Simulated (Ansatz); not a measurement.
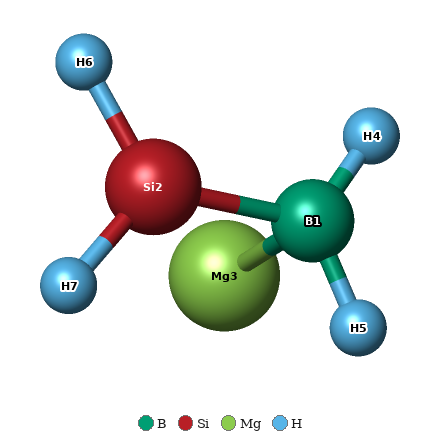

The system is BH4MgSi, spin multiplicity 2; the picture shows the reference structure. 
- Coordinates scanned: (1) angle Si2–B1–H4; (2) angle Mg3–B1–H5.
- Nothing is relaxed (all other coordinates rigid).
- The scan uses an 11 × 11 grid.
- Points are written as (first, second).
- All energies are given in kJ/mol relative to the lowest grid point.
- Theory: UKS PBE-D4/def2-SVP (Ansatz 0.2.0).

Its coordinates:

```xyz
7

B    -0.7664   -0.1886   -0.4941
Si    0.4457    0.8775    0.4933
Mg    0.5273   -2.1710   -0.2765
H    -1.6786   -0.7777    0.0746
H    -0.6456   -0.2995   -1.7089
H     0.4579    1.0015    1.9942
H     1.6598    1.5578   -0.0825
```

Range: angle Si2–B1–H4 from 85.4 to 155.4°; angle Mg3–B1–H5 from 62.8 to 112.8°.

What will the energy surface look like?

The lowest grid point is at (120.4°, 87.8°). No other kind of well shows on this grid. The highest grid point, (85.4°, 112.8°), lies 82.8 kJ/mol above the lowest. Round the minimum the two coordinates are weakly coupled (coupling 0.09 in units of the two stiffnesses).

```tsv
angle Mg3–B1–H5 ↓, angle Si2–B1–H4 →	85.4	92.4	99.4	106.4	113.4	120.4	127.4	134.4	141.4	148.4	155.4
112.8	82.8	58.3	38.7	24.3	15.2	11.3	12.1	17.4	26.7	39.9	57.2
107.8	66.5	45.8	29.5	17.8	10.6	7.8	9.2	14.6	23.9	37.2	54.5
102.8	57.1	38.3	23.8	13.4	7.1	4.8	6.5	12.1	21.6	35.0	52.3
97.8	52.0	34.1	20.2	10.3	4.4	2.4	4.3	10.0	19.6	33.2	50.6
92.8	49.2	31.5	17.9	8.2	2.5	0.6	2.7	8.5	18.2	31.8	49.3
87.8	48.2	30.7	17.2	7.6	1.9	0.0	1.9	7.7	17.4	30.9	48.5
82.8	50.0	32.4	18.7	8.9	2.9	0.6	2.2	7.7	17.2	30.6	48.3
77.8	54.0	36.1	22.0	11.8	5.3	2.5	3.6	8.7	17.8	31.1	48.9
72.8	59.6	41.3	26.9	16.1	9.0	5.7	6.2	10.8	19.5	32.7	50.6
67.8	66.9	48.3	33.3	22.0	14.4	10.5	10.5	14.6	23.0	35.9	53.5
62.8	76.4	57.5	42.1	30.3	22.1	17.7	17.1	20.6	28.2	40.3	57.2
```

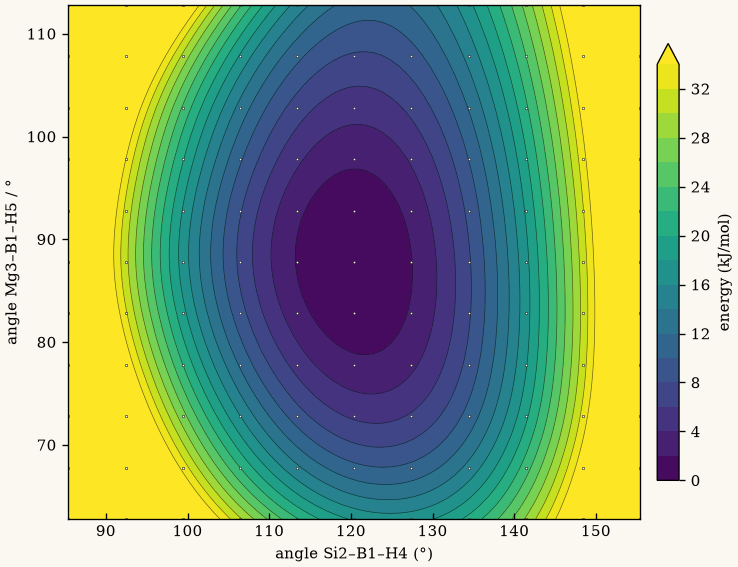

Drawn: filled contours, dots at the grid points, one colour for all values above the top of the scale. Between grid points the surface is interpolated.

Each point was launched as `ansatz run input.yaml --threads 1 --pin off --max-ram 2560MiB --backend cpu --events-out ev --progress --plain --runs-dir out`. The whole map (121 points run) took 12 min on 1 thread of AMD EPYC 7R43 64-Core Processor (Zen 3), on a shared host.
